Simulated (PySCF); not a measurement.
**C2H12B2N2O: electronic excitations**

Aim: predict the electronic excitations of C2H12B2N2O (`CNBCO[BH2-][NH3+]`).

The runs use PySCF 2.14.0, with density-fitted response routines of our own; the level of theory stands in each step. All values are computed, except where a source is named. Atoms are numbered from 0 throughout.

### 1 The starting structure

19 atoms, charge 0, multiplicity 1; geometry from: GFN2-xTB.

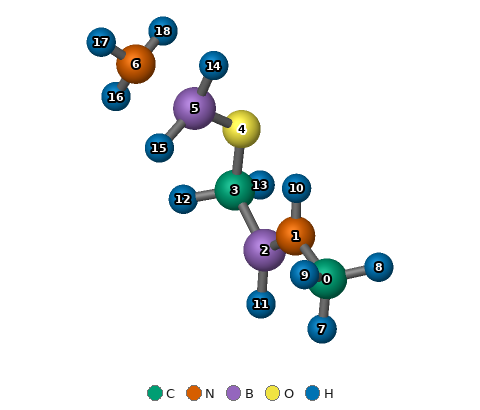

The starting geometry (carbon teal, nitrogen orange, boron purple, oxygen yellow, hydrogen blue), atoms numbered.

### 2 Ultraviolet spectrum: wB97X-D/def2-SVPD

The job: settings as JSON, then the geometry in Å.

```
{"job": {"kind": "uv", "xc": "wB97X-D", "basis": "def2-SVPD", "nstates": 8, "ntriplets": 3}, "charge": 0, "multiplicity": 1}
C     -3.193392     0.490467     0.441054
N     -1.825951     0.038759     0.490211
B     -1.255141    -1.086184    -0.049915
C      0.312116    -1.296898     0.197209
O      0.926499    -0.221964     0.900769
B      1.414959     0.883550     0.209316
N      3.146676     0.404887    -0.179769
H     -3.783082    -0.208784    -0.149018
H     -3.623481     0.548601     1.445791
H     -3.262185     1.481380    -0.016939
H     -1.212648     0.667472     0.995509
H     -1.892212    -1.862775    -0.656172
H      0.833511    -1.474273    -0.756890
H      0.483459    -2.197836     0.804549
H      1.601365     1.811061     0.925671
H      1.000673     1.115037    -0.886716
H      3.113252    -0.394481    -0.798670
H      3.654210     1.170379    -0.601931
H      3.551568     0.140851     0.708807
```

Level: TDDFT wB97X-D/def2-SVPD, vertical, gas phase, core orbitals frozen in the response.

The run is started by

```
$ OMP_NUM_THREADS=1 python probes_run.py task.json out
```

The driver reads the jobs from task.json and runs them one after another.

The log of the run:

```text
coarse grid: 15000 points
cycle   1  E = -317.4716568391  dE =  7.272e-01  |g| = 6.935e-01  |ddm| = 6.204e+00
cycle   2  E = -317.4565666905  dE =  1.509e-02  |g| = 8.225e-01  |ddm| = 2.330e+00
cycle   3  E = -317.5805961694  dE = -1.240e-01  |g| = 6.803e-02  |ddm| = 1.054e+00
cycle   4  E = -317.5815627086  dE = -9.665e-04  |g| = 2.647e-02  |ddm| = 1.785e-01
cycle   5  E = -317.5817214451  dE = -1.587e-04  |g| = 9.522e-03  |ddm| = 6.041e-02
cycle   6  E = -317.5817404073  dE = -1.896e-05  |g| = 1.859e-03  |ddm| = 1.580e-02
cycle   7  E = -317.5817415228  dE = -1.116e-06  |g| = 6.122e-04  |ddm| = 7.448e-03
final grid: 142488 points
cycle   8  E = -317.6256180193  dE = -1.223e-04  |g| = 7.826e-03  |ddm| = 1.976e-01
cycle   9  E = -317.6256224301  dE = -4.411e-06  |g| = 7.158e-03  |ddm| = 3.363e-02
cycle  10  E = -317.6256329292  dE = -1.050e-05  |g| = 8.116e-04  |ddm| = 8.281e-03
cycle  11  E = -317.6256330748  dE = -1.455e-07  |g| = 4.612e-04  |ddm| = 3.619e-03
cycle  12  E = -317.6256331263  dE = -5.151e-08  |g| = 9.800e-05  |ddm| = 1.531e-03
cycle  13  E = -317.6256331289  dE = -2.616e-09  |g| = 3.667e-05  |ddm| = 2.832e-04
cycle  14  E = -317.6256331293  dE = -4.333e-10  |g| = 1.047e-05  |ddm| = 1.519e-04
converged SCF energy = -317.6256331293

Static polarisability (au): isotropic 80.228, principal 66.006 79.726 94.954

Singlet excitations
state   eV       nm        f      main configurations
  1   6.3664    194.7   0.03300   H->L 0.88
  2   6.7112    184.7   0.00027   H->L+3 0.45, H->L+2 0.39
  3   6.8897    180.0   0.01566   H-1->L 0.48, H-2->L 0.46
  4   7.3647    168.3   0.00938   H-1->L+1 0.48, H-2->L+1 0.17, H->L+1 0.09
  5   7.4407    166.6   0.03476   H->L+1 0.50, H->L+5 0.20
  6   7.6464    162.1   0.00447   H->L+2 0.40, H->L+3 0.32
  7   7.6616    161.8   0.21175   H-1->L+2 0.39, H-1->L+3 0.35
  8   7.8471    158.0   0.03062   H-2->L+1 0.18, H-2->L+2 0.18, H->L+5 0.10

Triplet excitations (Tamm-Dancoff, eV): 5.9582 6.2216 6.3971
```

Wall time 69 s (1 thread of Arm Neoverse V1, shared host); peak memory 1.1 GiB.

The orbitals next to the gap, with their largest atomic shares:

```tsv
orbital	eV	atoms
HOMO−3	-10.81	O4 27 %, B5 20 %, C3 18 %
HOMO−2	-9.36	N1 22 %, O4 20 %, B5 15 %
HOMO−1	-9.12	N1 31 %, O4 16 %, B5 9 %
HOMO	-8.60	O4 46 %, C3 14 %, B2 11 %
LUMO	1.67	B5 29 %, H17 14 %, H16 13 %
LUMO+1	2.45	B2 41 %, C0 16 %, H9 5 %
LUMO+2	2.69	B2 29 %, B5 12 %, N1 8 %
```

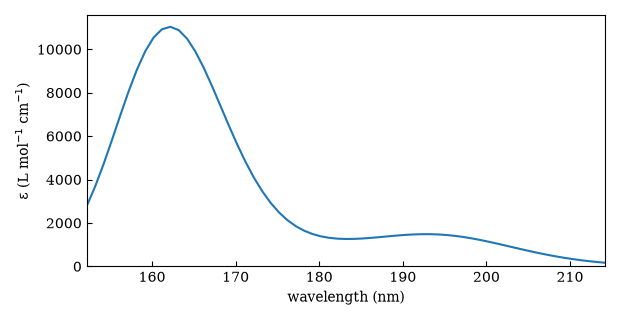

Absorption spectrum: each of the 8 states is a Gaussian band of 0.4 eV half-width at 1/e. Beyond the last state computed it falls off for lack of states.

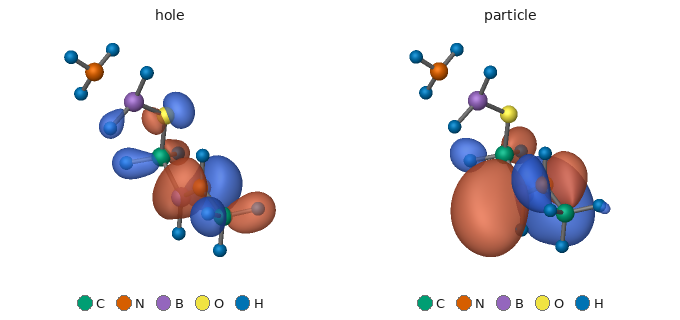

Leading natural transition orbitals of singlet state 7: the electron leaves the hole (left) for the particle orbital (right).

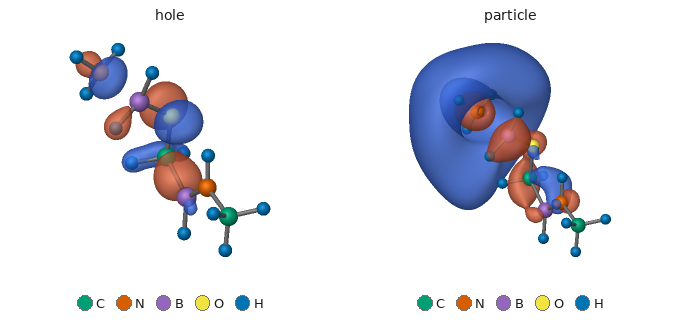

Leading natural transition orbitals of singlet state 1: the electron leaves the hole (left) for the particle orbital (right).

Further results of this job:

```tsv
property	computed
dipole moment (D)	3.48
polarisability (Å³)	11.89
HOMO–LUMO gap (eV)	10.27
−ε(HOMO) (eV)	8.60
```

Orbitals, density, ELF and potential are computed afterwards from the orbital file.

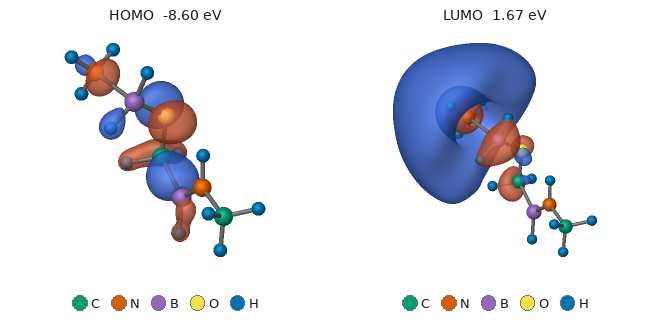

Frontier orbitals at wB97X-D/def2-SVPD; each surface holds 70 % of the orbital's density, blue and red mark the sign.

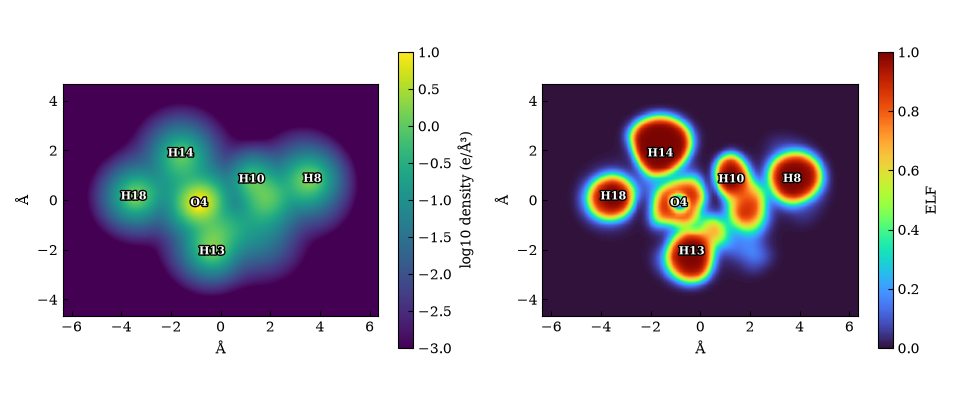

Density (left) and ELF (right) in a plane through or near 6 of the atoms.

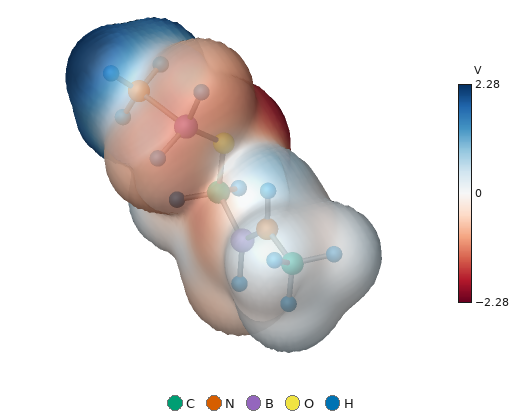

The potential that a unit positive charge feels on the 0.002 e/bohr³ surface, from -1.80 V near O4 to 2.28 V near H17.

### 3 What came out

| quantity | value |
| --- | --- |
| lowest singlet (wB97X-D/def2-SVPD) | 6.37 eV (195 nm), f = 0.033 |
| brightest single state of those computed | state 7, 7.66 eV, f = 0.212 |
| lowest triplet | 5.96 eV |
| surface potential, least and greatest | -1.80 V and 2.28 V |

The lowest singlet, at 6.37 eV, is HOMO→LUMO 0.88 and is weak; of the 8 states computed, the strongest absorption comes from state 7 at 7.66 eV. The lowest triplet lies 0.41 eV below the lowest singlet (triplets in Tamm-Dancoff, singlets in full TDDFT).
